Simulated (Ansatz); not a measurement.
# BSiCl (singlet): correlated methods under varied settings at a displaced geometry (v2)

Aim: run BSiCl (singlet) at one geometry under a spread of methods and options, and see what each costs and gives.

Computed with Ansatz 0.2.0, Gaussian basis. Level: the settings change from run to run.

27 further runs of the same task are left out: 1 for a known fault of the program, 16 that didn't finish, 10 set aside as unsound or not needed.

### 1 What is computed

The geometry is a PBE0/def2-TZVP stationary point (not a proven minimum) with its atoms shifted at random (size 0.100 Å).

3 atoms, charge 0, spin multiplicity 1.

Atoms are counted from 1 here; the program's logs count them from 0.

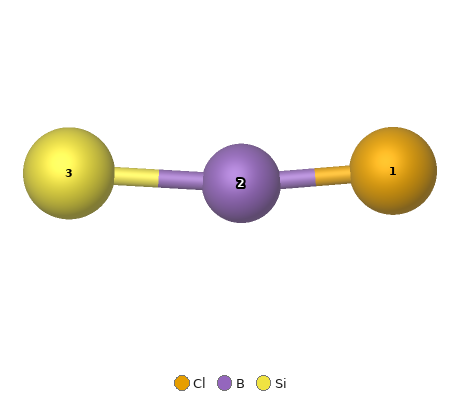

The geometry (chlorine amber, boron purple, silicon yellow); atoms are numbered from 1 in the order of the file.

Coordinates:

```xyz
3
charge 0, multiplicity 1
Cl    0.0844    0.0052    1.7506
B    -0.0805    0.0136    0.0769
Si   -0.0039   -0.0188   -1.8275
```

### 2 CCSD on RHF/6-31G*

Input file in.yaml:

```yaml
crystal:
  periodic: [false, false, false]
  atoms:
    - {symbol: Cl, position_ang: [0.084376, 0.005225, 1.750627]}
    - {symbol: B, position_ang: [-0.080498, 0.013599, 0.076857]}
    - {symbol: Si, position_ang: [-0.003878, -0.018825, -1.827484]}
basis:
  gaussian: {orbitals: "6-31G*"}
magnetization: {spin_polarized: false}
correlation: {method: ccsd, electrons: outside_noble_gas, diis_vectors: 2}
output: {forces: true}
```

Command:

```bash
> ansatz run in.yaml --threads 1 --pin off --events-out ev --progress --plain --max-ram 2393MiB
```

Log, cut to the lines that bear on the results:

```text
Functional definition: HF
  name "HF"
  cite "Fock, Z. Phys. 61, 126 (1930) doi:10.1007/BF01340294"
  parent pbe
[...]
474 factors; integrals over basis functions are off by at most 6.9e-4 eV
[...]
mean field -21033.83191913 eV, -772.9790657848 hartree, gradient 2.2e-6 eV, S^2 0.000000; 8 other end points of the search recorded, 0 dependent functions left out; unrestricted orbitals would lower it
determinant -21033.83191913 eV, -772.9790657848 hartree, with singles and doubles -21042.12343143 eV, -773.2837732414 hartree
determinant -21033.82933204 eV, -772.9789707108 hartree, with singles and doubles -21042.12113663 eV, -773.2836889093 hartree
determinant -21033.83191913 eV, -772.9790657848 hartree, with singles and doubles -21042.12503340 eV, -773.2838321127 hartree
determinant -21033.82933204 eV, -772.9789707108 hartree, with singles and doubles -21042.12272452 eV, -773.2837472629 hartree
11 core orbitals not correlated: weight in the atoms' cores, before any rotation towards them, 1.000 or more for the frozen orbitals, at most 0.000 for the correlated occupied ones
reference -21033.83191913 eV, -772.9790657848 hartree; 7, 7 occupied and 35, 35 virtual orbitals, 474 factors
second order -7.26399675 eV of doubles, -0.00000000 eV of singles
cycle   1  -8.29311480 eV  change   -5.3e-7 eV  update   2.2e-6
[...]
cycle   9  -8.29311677 eV  change   8.6e-10 eV  update   1.7e-9
[...]
Total energy: -21042.12503591 eV, -773.2838322049 hartree
Atom 0 at     0.084376     0.005225     1.750627 Å, force    -0.042918     0.011437     0.434550 eV/Å
Atom 1 at    -0.080498     0.013599     0.076857 Å, force     0.120215    -0.024227    -0.483085 eV/Å
Atom 2 at    -0.003878    -0.018825    -1.827484 Å, force    -0.077297     0.012790     0.048535 eV/Å
Dipole moment:    -0.029228     0.006696     0.193146 e Å
```

It took 29 s on 1 thread of Intel Xeon at 2.50GHz, shared host.

From the report: correlation -8.2931 eV; T1 0.019; largest double amplitude 0.15.

### 3 NEVPT2(2,3)/cc-pVDZ

Input file in.yaml:

```yaml
crystal:
  periodic: [false, false, false]
  atoms:
    - {symbol: Cl, position_ang: [0.084376, 0.005225, 1.750627]}
    - {symbol: B, position_ang: [-0.080498, 0.013599, 0.076857]}
    - {symbol: Si, position_ang: [-0.003878, -0.018825, -1.827484]}
basis:
  gaussian: {orbitals: cc-pVDZ, fitting: {mean_field: def2-universal-jkfit}}
correlation: {method: sc_nevpt2, electrons: outside_noble_gas, active_space: {window: {electrons: 2, orbitals: 3}}}
output: {forces: true}
```

Launched as before.

Log, cut to the lines that bear on the results:

```text
Functional definition: HF
  name "HF"
  cite "Fock, Z. Phys. 61, 126 (1930) doi:10.1007/BF01340294"
  parent pbe
[...]
331 factors; integrals over basis functions are off by at most 3.4e-2 eV
[...]
mean field -21035.00310783 eV, -773.0221061757 hartree, gradient 1.7e-6 eV, S^2 0.000000; 6 other end points of the search recorded, 0 dependent functions left out; unrestricted orbitals would lower it
reference -21035.00310783 eV, -773.0221061757 hartree; 18, 18 occupied and 32, 32 virtual orbitals, 331 factors
state -21035.66655590 eV, -773.0464874422 hartree
state -21035.66655590 eV, -773.0464874422 hartree; corrected -21042.81604658 eV, -773.3092263787 hartree
[...]
Total energy: -21042.81604658 eV, -773.3092263787 hartree
Atom 0 at     0.084376     0.005225     1.750627 Å, force    -0.119182     0.027744     0.829066 eV/Å
Atom 1 at    -0.080498     0.013599     0.076857 Å, force     0.282556    -0.050206    -0.502049 eV/Å
Atom 2 at    -0.003878    -0.018825    -1.827484 Å, force    -0.163374     0.022462    -0.327016 eV/Å
Dipole moment:     0.004050     0.002275     0.274339 e Å
```

It took 16 s on 1 thread of Intel Xeon at 2.50GHz, shared host.

From the report: 5 determinants; active occupations 1.63, 0.29, 0.08.

### 4 BCCD(T) on RHF/cc-pVDZ

Input file in.yaml:

```yaml
crystal:
  periodic: [false, false, false]
  atoms:
    - {symbol: Cl, position_ang: [0.084376, 0.005225, 1.750627]}
    - {symbol: B, position_ang: [-0.080498, 0.013599, 0.076857]}
    - {symbol: Si, position_ang: [-0.003878, -0.018825, -1.827484]}
basis:
  gaussian: {orbitals: cc-pVDZ}
magnetization: {spin_polarized: false}
correlation: {method: bccd_t, electrons: valence}
output: {forces: true}
```

Same command.

Log, cut to the lines that bear on the results:

```text
Functional definition: HF
  name "HF"
  cite "Fock, Z. Phys. 61, 126 (1930) doi:10.1007/BF01340294"
  parent pbe
[...]
512 factors; integrals over basis functions are off by at most 1.0e-3 eV
[...]
mean field -21035.00323695 eV, -773.0221109206 hartree, gradient 2.2e-6 eV, S^2 0.000000; 7 other end points of the search recorded, 0 dependent functions left out; unrestricted orbitals would lower it
determinant -21035.00323695 eV, -773.0221109206 hartree, with singles and doubles -21043.58383602 eV, -773.3374421202 hartree
determinant -21034.99948995 eV, -773.0219732210 hartree, with singles and doubles -21043.58024804 eV, -773.3373102644 hartree
determinant -21035.00323695 eV, -773.0221109206 hartree, with singles and doubles -21043.58576840 eV, -773.3375131339 hartree
determinant -21034.99948995 eV, -773.0219732210 hartree, with singles and doubles -21043.58219850 eV, -773.3373819427 hartree
[...]
11 core orbitals not correlated: weight in the atoms' cores, before any rotation towards them, 1.000 or more for the frozen orbitals, at most 0.000 for the correlated occupied ones
reference -21035.00323695 eV, -773.0221109206 hartree; 7, 7 occupied and 32, 32 virtual orbitals, 512 factors
second order -7.53534107 eV of doubles, -0.00000000 eV of singles
cycle   1  -8.56480817 eV  change    1.8e-2 eV  update   1.2e-2
[...]
cycle   8  -8.56211841 eV  change   2.1e-10 eV  update   1.4e-9
perturbative correction -0.36201131 eV, -0.0133036701 hartree
[...]
Total energy: -21043.92736667 eV, -773.3500666389 hartree
Atom 0 at     0.084376     0.005225     1.750627 Å, force     0.028900     0.007646     1.150128 eV/Å
Atom 1 at    -0.080498     0.013599     0.076857 Å, force     0.023471    -0.010197    -0.608189 eV/Å
Atom 2 at    -0.003878    -0.018825    -1.827484 Å, force    -0.052370     0.002551    -0.541939 eV/Å
Dipole moment:    -0.018736     0.005521     0.239361 e Å
```

Run time: 32 s. Hardware: 1 thread of Intel Xeon at 2.50GHz, shared host.

From the report: correlation -8.9241 eV; largest double amplitude 0.14.

### 5 BCCD(T) on RHF/def2-mTZVP

in.yaml, as its differences from that of step 4:

```diff
@@ -7,5 +7,5 @@
 basis:
-  gaussian: {orbitals: cc-pVDZ}
+  gaussian: {orbitals: def2-mTZVP}
 magnetization: {spin_polarized: false}
-correlation: {method: bccd_t, electrons: valence}
-output: {forces: true}
+correlation: {method: bccd_t, electrons: outside_noble_gas}
+scf: {lower_state_search: light}
```

Same command.

Log, cut to the lines that bear on the results:

```text
Functional definition: HF
  name "HF"
  cite "Fock, Z. Phys. 61, 126 (1930) doi:10.1007/BF01340294"
  parent pbe
[...]
543 factors; integrals over basis functions are off by at most 1.3e-3 eV
[...]
mean field -21035.10495954 eV, -773.0258491568 hartree, gradient 2.9e-6 eV, S^2 0.000000; 7 other end points of the search recorded, 0 dependent functions left out; unrestricted orbitals would lower it
[...]
determinant -21035.10495954 eV, -773.0258491568 hartree, with singles and doubles -21043.57999232 eV, -773.3373008669 hartree
determinant -21035.10187717 eV, -773.0257358819 hartree, with singles and doubles -21043.57723710 eV, -773.3371996146 hartree
determinant -21035.10495954 eV, -773.0258491568 hartree, with singles and doubles -21043.57389825 eV, -773.3370769139 hartree
determinant -21035.10187717 eV, -773.0257358819 hartree, with singles and doubles -21043.57125156 eV, -773.3369796499 hartree
11 core orbitals not correlated: weight in the atoms' cores, before any rotation towards them, 1.000 or more for the frozen orbitals, at most 0.000 for the correlated occupied ones
reference -21035.10495954 eV, -773.0258491568 hartree; 7, 7 occupied and 45, 45 virtual orbitals, 543 factors
second order -7.51585870 eV of doubles, -0.00000000 eV of singles
cycle   1  -8.45004919 eV  change    1.9e-2 eV  update   1.4e-2
[...]
cycle   9  -8.44541366 eV  change    7.8e-6 eV  update   1.7e-5
perturbative correction -0.37125504 eV, -0.0136433710 hartree
Total energy: -21043.92162824 eV, -773.3498557553 hartree
```

Run time: 29 s. Hardware: 1 thread of Intel Xeon at 2.50GHz, shared host.

From the report: correlation -8.8167 eV; largest double amplitude 0.14.

### 6 BCCD/6-31G*

Input file in.yaml:

```yaml
crystal:
  periodic: [false, false, false]
  atoms:
    - {symbol: Cl, position_ang: [0.084376, 0.005225, 1.750627]}
    - {symbol: B, position_ang: [-0.080498, 0.013599, 0.076857]}
    - {symbol: Si, position_ang: [-0.003878, -0.018825, -1.827484]}
basis:
  gaussian: {orbitals: "6-31G*"}
magnetization: {spin_polarized: true, initial_magnetization: 0}
hamiltonian: {xc: {name: PBE0}}
correlation: {method: bccd, electrons: valence}
scf: {lower_state_search: off}
```

Same command.

Log, cut to the lines that bear on the results:

```text
Functional definition: PBE0
  name "PBE0"
  cite "Adamo & Barone, J. Chem. Phys. 110, 6158 (1999) doi:10.1063/1.478522"
  cite "Perdew, Burke & Ernzerhof, Phys. Rev. Lett. 77, 3865 (1996) doi:10.1103/PhysRevLett.77.3865"
  parent pbe
[...]
474 factors; integrals over basis functions are off by at most 6.9e-4 eV
[...]
mean field -21064.08328202 eV, -774.0907828658 hartree, gradient 2.3e-6 eV, S^2 0.000000; 0 other end points of the search recorded, 0 dependent functions left out
11 core orbitals not correlated: weight in the atoms' cores, before any rotation towards them, 1.000 or more for the frozen orbitals, at most 0.000 for the correlated occupied ones
reference -21033.46740744 eV, -772.9656702270 hartree; 7, 7 occupied and 35, 35 virtual orbitals, 474 factors
second order -7.62587220 eV of doubles, -0.19954442 eV of singles
cycle   1  -8.12926404 eV  change   -3.2e-1 eV  update   1.0e-1
[...]
cycle  13  -8.52555161 eV  change   -1.1e-5 eV  update   8.1e-6
Total energy: -21041.99295905 eV, -773.2789784699 hartree
Checks for a lower state left out: stability, starts, cluster_reference, orbital_swaps, neighbouring_geometries, increment
```

Wall time 9.6 s (1 thread of Intel Xeon at 2.50GHz, shared host).

From the report: ⟨S²⟩ of the determinant 0.000 (pure singlet: 0.00); correlation -8.5256 eV; largest double amplitude 0.15.

### 7 CASSCF(2,2)/STO-3G

Input file in.yaml:

```yaml
crystal:
  periodic: [false, false, false]
  atoms:
    - {symbol: Cl, position_ang: [0.084376, 0.005225, 1.750627]}
    - {symbol: B, position_ang: [-0.080498, 0.013599, 0.076857]}
    - {symbol: Si, position_ang: [-0.003878, -0.018825, -1.827484]}
basis:
  gaussian: {orbitals: STO-3G}
correlation: {active_space: {window: {electrons: 2, orbitals: 2}, states: [{multiplicity: 1, weights: [1, 1]}, {multiplicity: 3, weights: [1]}]}}
```

Same command.

Log:

```text
Functional definition: HF
  name "HF"
  cite "Fock, Z. Phys. 61, 126 (1930) doi:10.1007/BF01340294"
  parent pbe
  exchange = exact_x
  correlation = 0
386 factors; integrals over basis functions are off by at most 3.6e-8 eV
mean field evaluation 1: about -20798.8480 eV, gradient 1.4e1 eV
mean field evaluation 2: about -20798.8683 eV, gradient 1.4e1 eV
mean field evaluation 4: about -20799.9291 eV, gradient 2.0e0 eV
mean field evaluation 8: about -20799.9854 eV, gradient 1.3e-5 eV
mean field evaluation 16: about -20799.9849 eV, gradient 1.7e-1 eV
mean field evaluation 32: about -20799.7485 eV, gradient 6.0e0 eV
mean field evaluation 64: about -20799.9896 eV, gradient 4.1e-1 eV
mean field -20799.98901154 eV, -764.3854974351 hartree, gradient 4.9e-6 eV, S^2 0.000000; 6 other end points of the search recorded, 0 dependent functions left out
reference -20799.98901154 eV, -764.3854974351 hartree; 18, 18 occupied and 5, 5 virtual orbitals, 386 factors
state -20800.39084002 eV, -764.4002643595 hartree
state -20800.39073161 eV, -764.4002603755 hartree
state -20801.20584951 eV, -764.4302154057 hartree
Total energy: -20800.66247371 eV, -764.4102467136 hartree
```

It took 4.2 s on 1 thread of Intel Xeon at 2.50GHz, shared host.

From the report: 4 determinants; active occupations (of the averaged states) 1.00, 1.00.

### 8 CASSCF(8,7)/STO-3G

in.yaml, as its differences from that of step 7:

```diff
@@ -8,2 +8,3 @@
   gaussian: {orbitals: STO-3G}
-correlation: {active_space: {window: {electrons: 2, orbitals: 2}, states: [{multiplicity: 1, weights: [1, 1]}, {multiplicity: 3, weights: [1]}]}}
+correlation: {active_space: {window: {electrons: 8, orbitals: 7}, states: [{multiplicity: 1, weights: [0.5, 1]}]}}
+output: {forces: true}
```

Launched as before.

Log, cut to the lines that bear on the results:

```text
Functional definition: HF
  name "HF"
  cite "Fock, Z. Phys. 61, 126 (1930) doi:10.1007/BF01340294"
  parent pbe
[...]
386 factors; integrals over basis functions are off by at most 3.6e-8 eV
[...]
mean field -20799.98901154 eV, -764.3854974351 hartree, gradient 1.3e-9 eV, S^2 0.000000; 6 other end points of the search recorded, 0 dependent functions left out
reference -20799.98901154 eV, -764.3854974351 hartree; 18, 18 occupied and 5, 5 virtual orbitals, 386 factors
state -20802.02957801 eV, -764.4604868700 hartree
state -20802.02721417 eV, -764.4604000003 hartree
[...]
Total energy: -20802.02800212 eV, -764.4604289568 hartree
Atom 0 at     0.084376     0.005225     1.750627 Å, force     0.360115    -0.027198     2.818433 eV/Å
Atom 1 at    -0.080498     0.013599     0.076857 Å, force    -0.348807     0.003244    -4.901432 eV/Å
Atom 2 at    -0.003878    -0.018825    -1.827484 Å, force    -0.011309     0.023954     2.082998 eV/Å
Dipole moment:    -0.016972    -0.002102    -0.450948 e Å
```

Wall time 14 s (1 thread of Intel Xeon at 2.50GHz, shared host).

From the report: 1,225 determinants; active occupations (of the averaged states) 2.00, 1.99, 1.96, 0.92, 0.92, 0.11, 0.11.

### 9 CCSD on RHF/cc-pVDZ

Input file in.yaml:

```yaml
crystal:
  periodic: [false, false, false]
  atoms:
    - {symbol: Cl, position_ang: [0.084376, 0.005225, 1.750627]}
    - {symbol: B, position_ang: [-0.080498, 0.013599, 0.076857]}
    - {symbol: Si, position_ang: [-0.003878, -0.018825, -1.827484]}
basis:
  gaussian: {orbitals: cc-pVDZ}
magnetization: {spin_polarized: false}
correlation: {method: ccsd, electrons: outside_noble_gas}
scf: {lower_state_search: full}
```

Same command.

Log, cut to the lines that bear on the results:

```text
Functional definition: HF
  name "HF"
  cite "Fock, Z. Phys. 61, 126 (1930) doi:10.1007/BF01340294"
  parent pbe
[...]
512 factors; integrals over basis functions are off by at most 1.0e-3 eV
[...]
mean field -21035.00323695 eV, -773.0221109206 hartree, gradient 2.2e-6 eV, S^2 0.000000; 7 other end points of the search recorded, 0 dependent functions left out; unrestricted orbitals would lower it
determinant -21035.00323695 eV, -773.0221109206 hartree, with singles and doubles -21043.58383602 eV, -773.3374421202 hartree
determinant -21034.99948995 eV, -773.0219732210 hartree, with singles and doubles -21043.58024804 eV, -773.3373102644 hartree
determinant -21035.00323695 eV, -773.0221109206 hartree, with singles and doubles -21043.58576840 eV, -773.3375131339 hartree
determinant -21034.99948995 eV, -773.0219732210 hartree, with singles and doubles -21043.58219850 eV, -773.3373819427 hartree
11 core orbitals not correlated: weight in the atoms' cores, before any rotation towards them, 1.000 or more for the frozen orbitals, at most 0.000 for the correlated occupied ones
reference -21035.00323695 eV, -773.0221109206 hartree; 7, 7 occupied and 32, 32 virtual orbitals, 512 factors
second order -7.53534107 eV of doubles, -0.00000000 eV of singles
cycle   1  -8.58253284 eV  change   -1.4e-6 eV  update   1.9e-6
Total energy: -21043.58576979 eV, -773.3375131850 hartree
```

Wall time 16 s (1 thread of Intel Xeon at 2.50GHz, shared host).

From the report: correlation -8.5825 eV; T1 0.018; largest double amplitude 0.14.

### 10 CISDTQ/STO-3G

Input file in.yaml:

```yaml
crystal:
  periodic: [false, false, false]
  atoms:
    - {symbol: Cl, position_ang: [0.084376, 0.005225, 1.750627]}
    - {symbol: B, position_ang: [-0.080498, 0.013599, 0.076857]}
    - {symbol: Si, position_ang: [-0.003878, -0.018825, -1.827484]}
basis:
  gaussian: {orbitals: STO-3G}
correlation: {active_space: {ras: {orbitals: [7, 0, 5], electrons: 14, max_holes: 4, max_particles: 4}, fixed_orbitals: true}}
accuracy: high
output: {forces: true}
```

The command is unchanged.

Log, cut to the lines that bear on the results:

```text
Functional definition: HF
  name "HF"
  cite "Fock, Z. Phys. 61, 126 (1930) doi:10.1007/BF01340294"
  parent pbe
[...]
399 factors; integrals over basis functions are off by at most 9.7e-9 eV
[...]
mean field -20799.98901155 eV, -764.3854974356 hartree, gradient 1.3e-8 eV, S^2 0.000000; 6 other end points of the search recorded, 0 dependent functions left out
reference -20799.98901155 eV, -764.3854974356 hartree; 18, 18 occupied and 5, 5 virtual orbitals, 399 factors
state -20803.47723180 eV, -764.5136871652 hartree
[...]
Total energy: -20803.47723180 eV, -764.5136871652 hartree
Atom 0 at     0.084376     0.005225     1.750627 Å, force     0.230197    -0.005223     2.945037 eV/Å
Atom 1 at    -0.080498     0.013599     0.076857 Å, force    -0.114426    -0.029849    -4.513865 eV/Å
Atom 2 at    -0.003878    -0.018825    -1.827484 Å, force    -0.115771     0.035071     1.568828 eV/Å
Dipole moment:    -0.012564    -0.001485    -0.327183 e Å
```

It took 7.5 s on 1 thread of Intel Xeon at 2.50GHz, shared host.

From the report: 43,040 determinants.

### 11 The runs in one table

| level | correlated | functions | energy (eV) | time |
| --- | --- | --- | --- | --- |
| CCSD on RHF/6-31G* | outside noble gas | 53 | -21042.1250 | 29 s |
| NEVPT2(2,3)/cc-pVDZ | outside noble gas | 50 | -21042.8160 | 16 s |
| BCCD(T) on RHF/cc-pVDZ | valence | 50 | -21043.9274 | 32 s |
| BCCD(T) on RHF/def2-mTZVP | outside noble gas | 63 | -21043.9216 | 29 s |
| BCCD/6-31G* (on PBE0 orbitals) | valence | 53 | -21041.9930 | 9.6 s |
| CASSCF(2,2)/STO-3G (mean of several states) |  | 23 | -20800.6625 | 4.2 s |
| CASSCF(8,7)/STO-3G (mean of several states) |  | 23 | -20802.0280 | 14 s |
| CCSD on RHF/cc-pVDZ | outside noble gas | 50 | -21043.5858 | 16 s |
| CISDTQ/STO-3G | valence | 23 | -20803.4772 | 7.5 s |

### 12 Summary of results

```
quantity                                               value
    runs                                                   9
quickest  CASSCF(2,2)/STO-3G (mean of several states), 4.2 s
 slowest                        BCCD(T) on RHF/cc-pVDZ, 32 s
```

**Reading.** Total energies in different bases, with other cores or another treatment of relativity can't be set against each other. BCCD(T) on RHF/cc-pVDZ took 8 times as long as CASSCF(2,2)/STO-3G (mean of several states); the jobs differ in more than the method.
